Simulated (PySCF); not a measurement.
# ClF₃: relaxation and vibrations of the triplet

Aim: relax ClF₃ as a triplet from a trigonal planar start, check by its vibrations whether the end is a minimum, and collect its spectrum and constants.

Method: PBE0, basis Cl def2-TZVP, F def2-TZVP, no relativity, density fitting; program: PySCF 2.14.0.

### 1 The starting structure

4 atoms, charge 0, spin multiplicity 3.

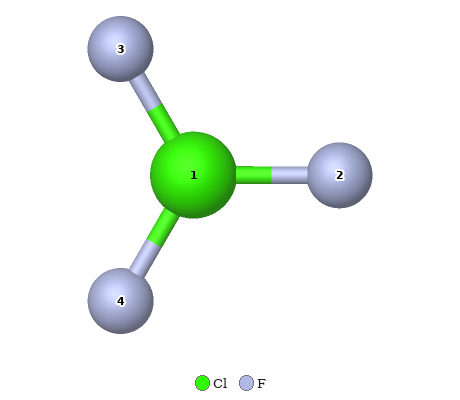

As it starts; chlorine green, fluorine light blue; atoms are numbered from 1 in the order of the file.

```xyz
4
charge 0 multiplicity 3
Cl    0.0000    0.0000    0.0000
F     1.6300    0.0000    0.0000
F    -0.8150    1.4116    0.0000
F    -0.8150   -1.4116    0.0000
```

### 2 Finding the electronic state

One driver script runs all steps and calls PySCF; scf.py shows how it sets up the SCF of each step. The optimiser is the driver's own. After this first run the driver tries any further starts and a stability analysis.

scf.py reads:

```python
from pyscf import gto, scf, dft
mol = gto.M(atom='''
Cl     0.000000     0.000000     0.000000
F      1.630000     0.000000     0.000000
F     -0.815000     1.411600     0.000000
F     -0.815000    -1.411600     0.000000''',
    basis={'Cl': 'def2-TZVP', 'F': 'def2-TZVP'},
    charge=0, spin=2)
mf = dft.UKS(mol, xc='PBE0')
mf.grids.atom_grid = (50, 194)
aux = {'Cl': 'def2-universal-JKFIT', 'F': 'def2-universal-JKFIT'}
mf = mf.density_fit(auxbasis=aux)
mf.conv_tol = 1e-08
mf.diis_space = 10
mf.max_cycle = 60
mf.init_guess = 'minao'
mf.verbose = 4
mf.kernel()
```

Launch:

```sh
OMP_NUM_THREADS=4 python axn.py task.json out
```

Output:

```text
init E= -759.845309392923
[... the frontier-level lines of each cycle are left out ...]
cycle= 1 E= -758.880285318717  delta_E= 0.965  |g|= 0.668  |ddm|= 1.82
cycle= 2 E= -758.405000311632  delta_E= 0.475  |g|=  1.4  |ddm|= 1.08
cycle= 3 E= -759.032462423579  delta_E= -0.627  |g|= 0.0968  |ddm|= 0.669
cycle= 4 E= -759.029654888791  delta_E= 0.00281  |g|= 0.137  |ddm|= 0.14
cycle= 5 E= -759.03606786807  delta_E= -0.00641  |g|= 0.00892  |ddm|= 0.0789
cycle= 6 E= -759.036104973108  delta_E= -3.71e-05  |g|= 0.00281  |ddm|= 0.0128
cycle= 7 E= -759.036110151147  delta_E= -5.18e-06  |g|= 0.000758  |ddm|= 0.00409
cycle= 8 E= -759.036110956606  delta_E= -8.05e-07  |g|= 0.000348  |ddm|= 0.00169
cycle= 9 E= -759.036111155507  delta_E= -1.99e-07  |g|= 0.000142  |ddm|= 0.00106
cycle= 10 E= -759.036111182509  delta_E= -2.7e-08  |g|= 3.86e-05  |ddm|= 0.000419
cycle= 11 E= -759.036111186395  delta_E= -3.89e-09  |g|= 2.61e-05  |ddm|= 0.000173
Extra cycle  E= -759.036111186365  delta_E= 2.96e-11  |g|= 4.74e-05  |ddm|= 6.54e-05
converged SCF energy = -759.036111186365  <S^2> = 2.0068045  2S+1 = 3.0045329
```

This step, with its further starts and checks, took 13 s on 4 threads of Arm Neoverse V2, shared host.

Energies from each starting density:

| start | energy (Eh) |
| --- | --- |
| the minimal-basis guess | -759.036111 |
| a thermally smeared density | -759.035838 |
| a smeared PBE density | -759.036111 |

No lower solution of this spin turned up from the other starts or in the test of internal stability.

### 3 Relaxation: trigonal planar start, triplet

The program finds D3h symmetry in the start, which this walk keeps. The walk stops when the largest gradient is under 0.0003 Eh/bohr and the energy has settled too.

Edit scf.py of step 2 so:

```diff
@@ -3,4 +3,4 @@
-Cl     0.000000     0.000000     0.000000
-F      1.630000     0.000000     0.000000
-F     -0.815000     1.411600     0.000000
-F     -0.815000    -1.411600     0.000000''',
+Cl    -0.000000     0.000000     0.000000
+F      1.629988     0.000000     0.000000
+F     -0.814994     1.411611     0.000000
+F     -0.814994    -1.411611     0.000000''',
@@ -16 +15,0 @@
-mf.init_guess = 'minao'
```

Steps of the walk:

```
step  energy (Eh)  change (kJ/mol)  largest symmetric gradient (Eh/bohr)
   0  -759.036111             0.00                               0.10355
   1  -759.085662          -130.10                               0.01366
   2  -759.087037          -133.71                               0.00591
   3  -759.087401          -134.66                               0.00097
   4  -759.087413          -134.69                               0.00010
   5  -759.087413          -134.69                               0.00001
```

The walk took 11 s.

Geometry (Å) and forces (eV/Å) at some steps, with the part that breaks the symmetry left in:

```
step 0
Cl   0.000   0.000   0.000   7.396   0.000   0.000
F    1.630   0.000   0.000   2.891   0.000   0.000
F   -0.815   1.412   0.000  -5.144   4.584   0.000
F   -0.815  -1.412   0.000  -5.144  -4.584   0.000
step 1
Cl   0.000   0.000   0.000   5.250   0.000   0.000
F    1.796   0.000   0.000  -1.273   0.000   0.000
F   -0.898   1.556   0.000  -1.989   0.803   0.000
F   -0.898  -1.556   0.000  -1.989  -0.803   0.000
step 3
Cl   0.000   0.000   0.000   4.662   0.000   0.000
F    1.840   0.000   0.000  -1.738   0.000   0.000
F   -0.920   1.594   0.000  -1.462   0.246   0.000
F   -0.920  -1.594   0.000  -1.462  -0.246   0.000
step 5
Cl   0.000   0.000   0.000   4.601   0.000   0.000
F    1.845   0.000   0.000  -1.767   0.000   0.000
F   -0.922   1.597   0.000  -1.417   0.201   0.000
F   -0.922  -1.597   0.000  -1.417  -0.201   0.000
```

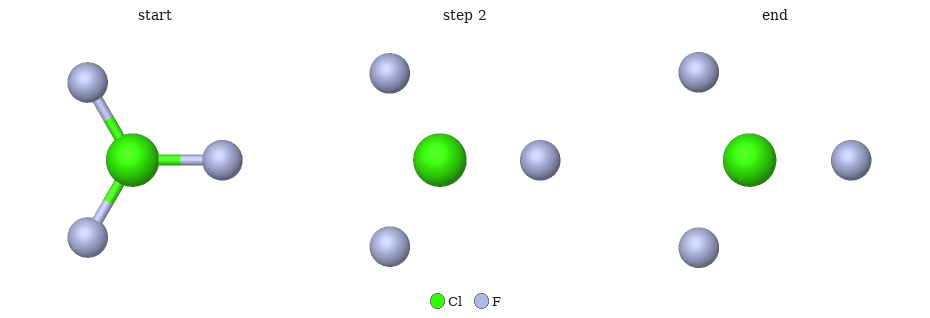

Start and end of the relaxation, with a step between.

It settles in D3h symmetry, 134.7 kJ/mol below the start, after 5 steps: Cl–F 1.845 Å (×3); F–Cl–F 120.0° (×3). A gradient of 0.0895 Eh/bohr that breaks the symmetry is left: this electronic state wants a lower symmetry.

### 4 Relaxing without the symmetry constraint

The geometry is nudged along the force that breaks the symmetry.

The program finds C2v symmetry in the start, which may break.

Edit scf.py of step 3 so:

```diff
@@ -3,4 +3,4 @@
-Cl    -0.000000     0.000000     0.000000
-F      1.629988     0.000000     0.000000
-F     -0.814994     1.411611     0.000000
-F     -0.814994    -1.411611     0.000000''',
+Cl     0.061976    -0.000000     0.000000
+F      1.806477    -0.000004     0.000000
+F     -0.960272     1.613040     0.000000
+F     -0.960279    -1.613036    -0.000000''',
```

The optimiser's trace (not every step is listed):

```
step  energy (Eh)  change (kJ/mol)  largest gradient (Eh/bohr)
   0  -759.101159             0.00                     0.05610
   1  -759.117728           -43.50                     0.01646
   2  -759.124104           -60.24                     0.03703
   3  -759.128742           -72.42                     0.03313
   4  -759.129579           -74.62                     0.02252
   5  -759.131680           -80.13                     0.02705
   6  -759.139774          -101.38                     0.04512
   7  -759.147886          -122.68                     0.01034
   8  -759.149959          -128.12                     0.01960
   9  -759.151642          -132.54                     0.00960
  10  -759.152342          -134.38                     0.00279
  12  -759.152615          -135.10                     0.00235
  14  -759.152861          -135.74                     0.00856
  16  -759.155424          -142.47                     0.02316
  18  -759.162289          -160.50                     0.01911
  20  -759.166512          -171.58                     0.01391
  21  -759.167724          -174.77                     0.00464
  22  -759.168035          -175.58                     0.00492
  23  -759.168299          -176.27                     0.00407
  24  -759.168574          -177.00                     0.00317
  25  -759.168742          -177.44                     0.00076
  26  -759.168745          -177.45                     0.00014
```

The walk took 59 s.

Positions (Å) and forces (eV/Å) along the way:

```
step 0
Cl   0.062   0.000   0.000   2.885   0.000   0.000
F    1.806   0.000   0.000  -1.294   0.000   0.000
F   -0.960   1.613   0.000  -0.795  -0.289   0.000
F   -0.960  -1.613   0.000  -0.795   0.289   0.000
step 1
Cl   0.225   0.000   0.000  -0.292   0.000   0.000
F    1.878   0.000   0.000   0.185   0.000   0.000
F   -1.077   1.472   0.000   0.054  -0.847   0.000
F   -1.077  -1.472   0.000   0.054   0.847   0.000
step 13
Cl   0.254   0.015   0.290   0.004   0.227   0.001
F    1.877  -0.010  -0.137  -0.053  -0.050   0.011
F   -1.095   1.210  -0.074   0.086  -0.083   0.031
F   -1.088  -1.215  -0.079  -0.037  -0.094  -0.043
step 26
Cl   0.215   0.371   0.265  -0.001  -0.004   0.006
F    1.701  -0.294  -0.130   0.006   0.002  -0.004
F   -1.135   1.327   0.000  -0.009   0.005  -0.003
F   -0.833  -1.404  -0.135   0.004  -0.003   0.001
```

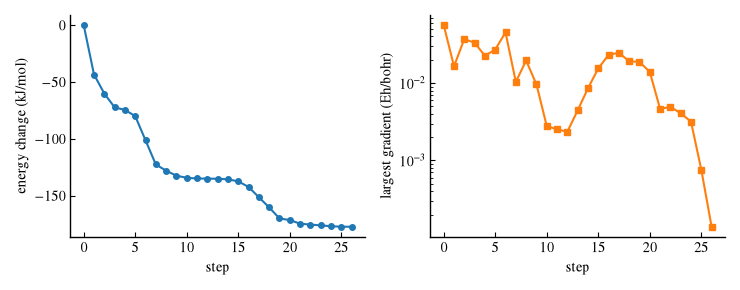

Energy and largest gradient along the walk.

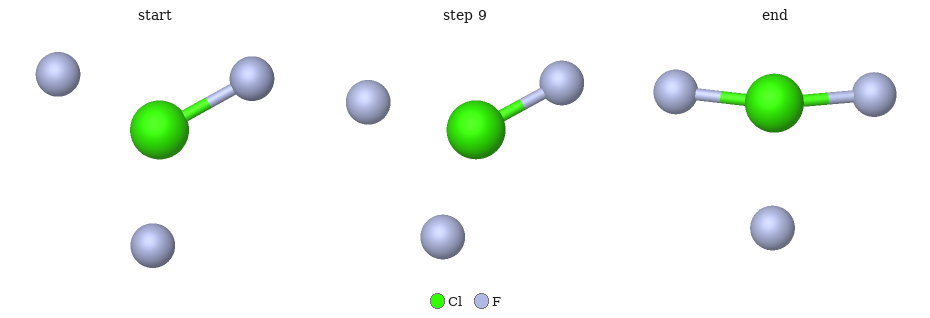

The geometry along the walk, at one scale.

End point (Cs, 26 steps, 177.4 kJ/mol gained): Cl–F 1.676 Å (×2), Cl–F 2.100 Å; F–Cl–F 92.9°, F–Cl–F 93.6°, F–Cl–F 154.6°.

### 5 Frequencies

The point is checked on the finer grid, and tightened if its gradient asks for it. The Hessian and the dipole derivatives come from central differences of analytic gradients, with steps of 0.02 bohr.

Edit scf.py of step 4 so:

```diff
@@ -3,4 +3,4 @@
-Cl     0.061976    -0.000000     0.000000
-F      1.806477    -0.000004     0.000000
-F     -0.960272     1.613040     0.000000
-F     -0.960279    -1.613036    -0.000000''',
+Cl     0.186301     0.306426     0.219637
+F      1.672268    -0.359760    -0.176863
+F     -1.160181     1.268486    -0.045952
+F     -0.855374    -1.473418    -0.181160''',
@@ -10 +10 @@
-mf.grids.atom_grid = (50, 194)
+mf.grids.atom_grid = (75, 302)
@@ -13 +13 @@
-mf.conv_tol = 1e-08
+mf.conv_tol = 1e-10
```

The driver hands on the density of the step before, so the log starts near convergence.

Log of the central SCF (cycles and frontier levels):

```text
init E= -759.168714026945
[... the frontier-level lines of each cycle are left out ...]
cycle= 1 E= -759.168714026928  delta_E= 1.71e-11  |g|= 8.25e-06  |ddm|= 6.65e-06
Extra cycle  E= -759.168714026849  delta_E= 7.91e-11  |g|= 1.73e-05  |ddm|= 1.34e-05
converged SCF energy = -759.168714026849  <S^2> = 2.0112174  2S+1 = 3.007469
```

The whole step took 60 s.

Geometry: Cs; Cl–F 1.676 Å (×2), Cl–F 2.101 Å; F–Cl–F 93.3° (×2), F–Cl–F 154.5°.

Harmonic modes (main isotopes):

| symmetry | ω (cm⁻¹) | IR (km/mol) |
| --- | --- | --- |
| a'' | 126 | 0.3 |
| a' | 207 | 3.7 |
| a' | 282 | 7.0 |
| a' | 343 | 4.9 |
| a' | 592 | 17.4 |
| a'' | 636 | 262 |

Every mode is real; the point is a minimum.

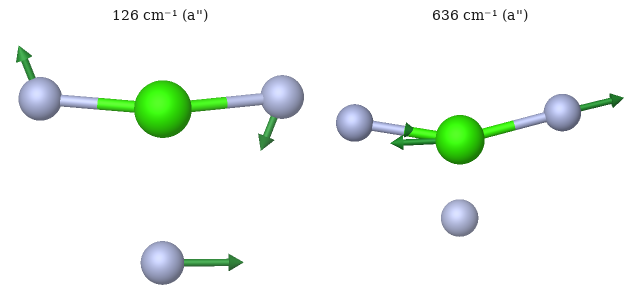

How the atoms move in 2 of the modes.

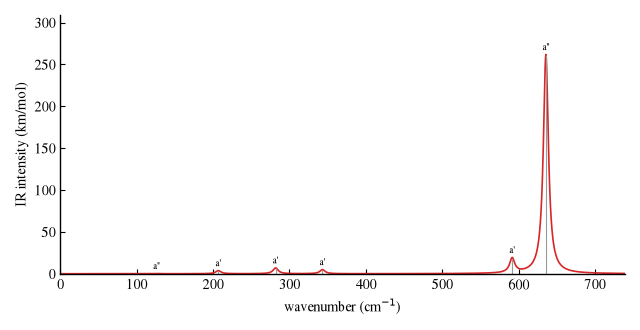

The harmonic infrared spectrum (widths in cm⁻¹). Lines are broadened to a width of 8 cm⁻¹ (Lorentzian).

Constants and moments:

- Dipole moment: 2.02 D
- Highest occupied level: -9.93 eV
- Lowest empty level: -6.52 eV
- Rotational constants: 0.2317, 0.1625, 0.09793 cm⁻¹
- Zero-point energy: 13.1 kJ/mol
- Principal polarisabilities: 13.3, 36.8, 38.2 bohr³
- Atomisation energy without zero-point energy: 375 kJ/mol
- Principal traceless quadrupole moments about the centre of mass: -2.03, -1.39, 3.42 D Å
- Entropy at 298.15 K and 1 bar (electronic part: spin only): 317.6 J/(mol K)
- Heat capacity Cp at 298.15 K: 71.2 J/(mol K)
- Enthalpy at 298.15 K above 0 K: 16.10 kJ/mol
- Rotational symmetry number: 1
- Spin squared ⟨S²⟩: 2.011

Populations by atom (charges in e):

| atom | Mulliken | Löwdin | polar tensor | spin (Mulliken) | Mayer order to Cl1 |
| --- | --- | --- | --- | --- | --- |
| Cl1 | 0.60 | 0.71 | 1.04 | 0.85 | – |
| F2,3 | -0.18 | -0.22 | -0.47 | 0.24 | 0.90 |
| F4 | -0.23 | -0.28 | -0.09 | 0.68 | 0.45 |

Mulliken populations on Cl1: s 6.01, p 10.02, d 0.34, f 0.03.

### 6 What came out

```
                                          quantity                                                              value
                                           minimum                                                        triplet, Cs
                                          geometry  Cl–F 1.676 Å (×2), Cl–F 2.101 Å; F–Cl–F 93.3° (×2), F–Cl–F 154.5°
                                wavenumbers (cm⁻¹)       126 (a''), 207 (a'), 282 (a'), 343 (a'), 592 (a'), 636 (a'')
                                     dipole moment                                                             2.02 D
highest occupied, lowest empty level (either spin)                                                    -9.93, -6.52 eV
                        polar-tensor charge of Cl1                                                            +1.04 e
                                 zero-point energy                                                        13.1 kJ/mol
                               entropy at 298.15 K                                                    317.6 J/(mol K)
         atomisation energy (no zero-point energy)                                                         375 kJ/mol
                                              ⟨S²⟩                                                              2.011
```

The trigonal planar start (D3h) ends in a minimum of Cs symmetry. The strongest infrared band lies at 636 cm⁻¹ (a'', stretch). Other starts or spin states, not run here, may lie lower.

The search up to here took 2.4 min on 4 threads of Arm Neoverse V2, shared host.
